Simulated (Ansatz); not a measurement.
# ClH₃MoN₂O (SMILES [NH]=[Mo](=[NH])([OH])[Cl]): what the fields show

```yaml
atoms:
  - { symbol: N, position_ang: [-1.0652, 0.8036, 0.6623] }
  - { symbol: Mo, position_ang: [0.0700, 0.0171, -0.3621] }
  - { symbol: N, position_ang: [1.6393, 0.0958, 0.3307] }
  - { symbol: O, position_ang: [-0.3962, -1.7997, -0.5170] }
  - { symbol: Cl, position_ang: [0.1086, 1.1362, -2.3497] }
  - { symbol: H, position_ang: [-1.3010, 1.3603, 1.4736] }
  - { symbol: H, position_ang: [2.3263, 0.4068, 1.0039] }
  - { symbol: H, position_ang: [-1.2896, -2.0771, -0.2975] }
```

Geometry: PBE0-D4/def2-TZVP; core potentials replace the inner electrons of Mo.

Level of theory: Ansatz, RKS PBE0-D4/def2-TZVPP.

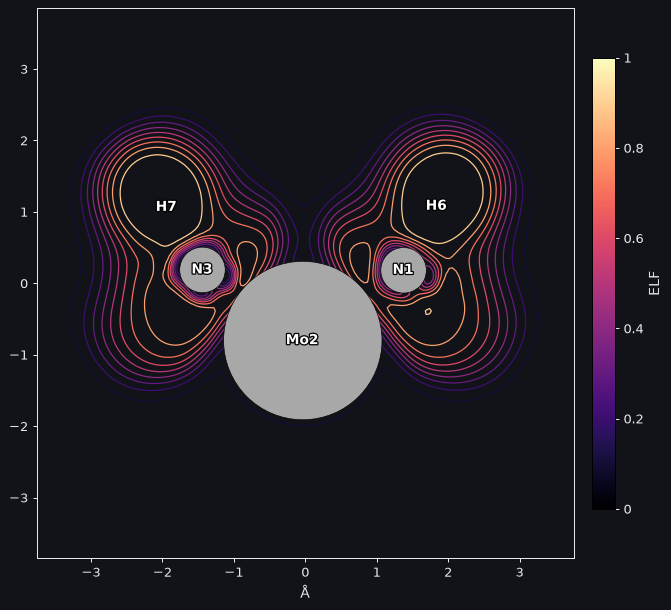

Figure 1. ELF on the plane of atoms N1, Mo2 and N3. Grey discs cover the atomic cores.

Read the bonding off the picture.

- The section cuts through N, Mo and H sites.
- Mo–N (1.72 Å): the ELF peaks at about 0.75 in the valence shell of N, 0.6 Å from its nucleus, and is about 0.35 at the midpoint.
- N–H (1.01 Å): the ELF climbs to about 1 towards the hydrogen, as it does in any bond to H: an ordinary covalent bond to hydrogen.

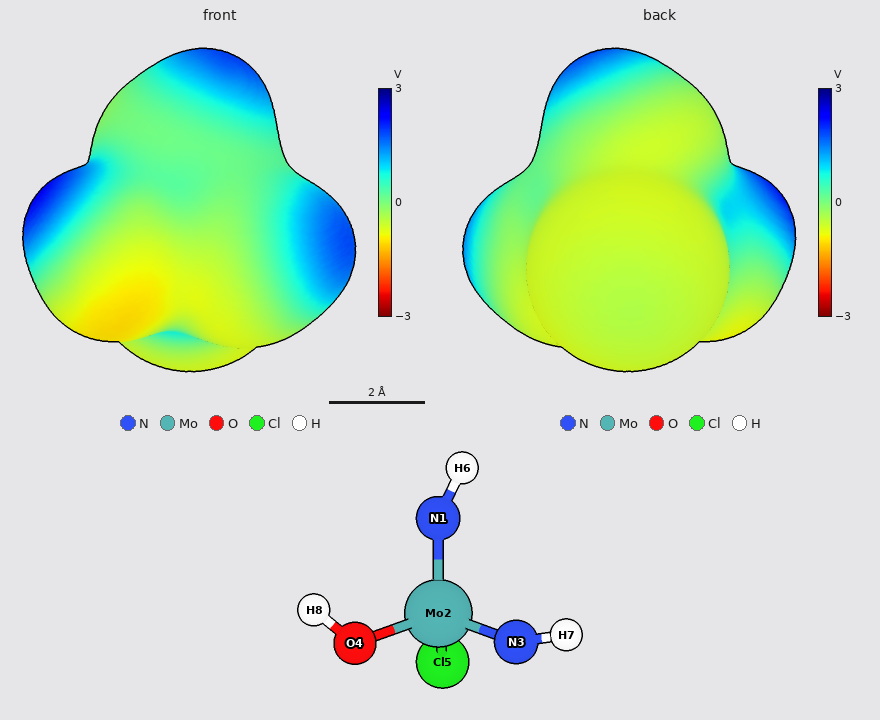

Figure 2. The electrostatic potential painted on the density surface at 0.001 e/bohr³, seen from the front and from behind; red is negative and blue positive. The bare structure is drawn below in the same view.

Which sites attract a positive test charge, and which a negative one?

A positive charge is drawn to the negative regions and a negative charge to the positive ones. The most negative region (about −1.0 V) lies over O4, the most positive (about +2.2 V) over H8. O4 is the likeliest acceptor of a hydrogen bond.

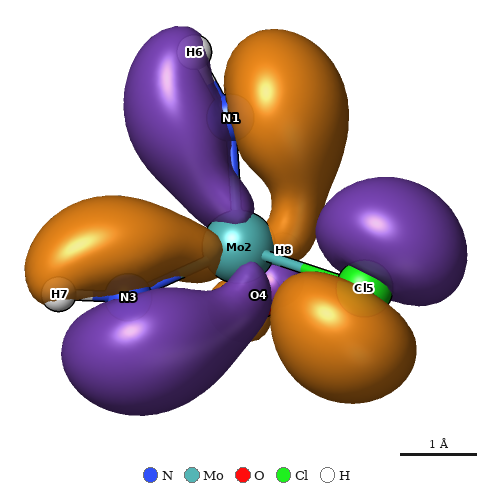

Figure 3. The HOMO at ±0.08 Å⁻³ᐟ² (orange and purple are the two phases), seen at an oblique angle.

What is the character of this orbital?

By Hirshfeld shares it lies mainly on N3 (about 30 %), N1 (about 30 %), Cl5 (about 25 %) and Mo2 (about 10 %); largely a combination of lone pairs on N3, N1 and Cl5. Its energy is −8.09 eV.

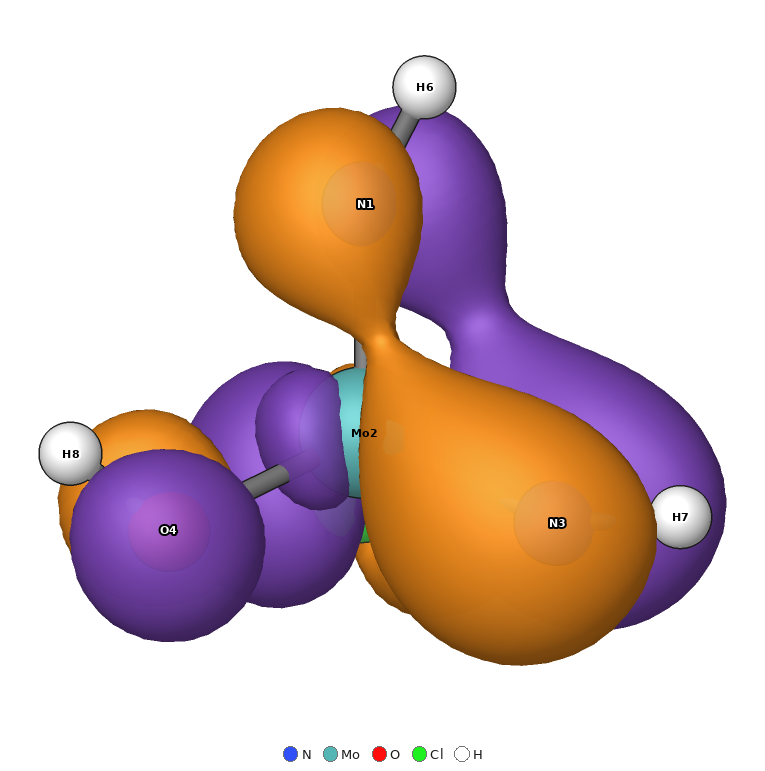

Figure 4. The HOMO−1 at ±0.1 Å⁻³ᐟ² (orange and purple are the two phases), seen across its widest extent.

Describe this orbital and give its energy.

Its weight (Hirshfeld) is mainly on N3 (about 40 %), Cl5 (about 20 %), Mo2 (about 15 %), O4 (about 15 %) and N1 (about 10 %); largely a combination of lone pairs on N3, Cl5, O4 and N1. Its energy is −8.29 eV.
